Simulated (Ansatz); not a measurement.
## A computed series for YB2C2: response to strain

Start from YB$_{2}$C$_{2}$ (space group P4/mbm, No. 127; a = 5.330 Å, c = 3.504 Å; a cell from a computed database, its experimental status unchecked). Axes: x, y, z lie along a, b, c of the conventional cell.

Strains are applied to the cell and any free atomic positions relax; under biaxial strain the out-of-plane vector relaxes too.

Calculations: PBEsol/PAW in Ansatz (a quantum-chemistry and plane-wave program), spin-orbit coupling left out.

Notes on the quantities. pressure: mean of the normal stresses, compression positive.

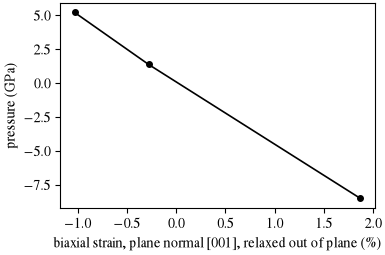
*Pressure against biaxial strain, plane normal [001], relaxed out of plane*

Task: From the plot, what is the pressure for biaxial strain −1.03 %, plane normal [001], relaxed out of plane?

Result: About 5 GPa.

Task: Is the trend monotonic over the range shown?

Result: Yes, it falls throughout, spanning -8.5 GPa to 5.2 GPa.

Without a gap, meshes like the base's 9×9×13 leave anisotropic stresses uncertain by several tenths of a GPa, and small strain energies with them. No phonon test of stability was made. The final runs are not spin-polarised.
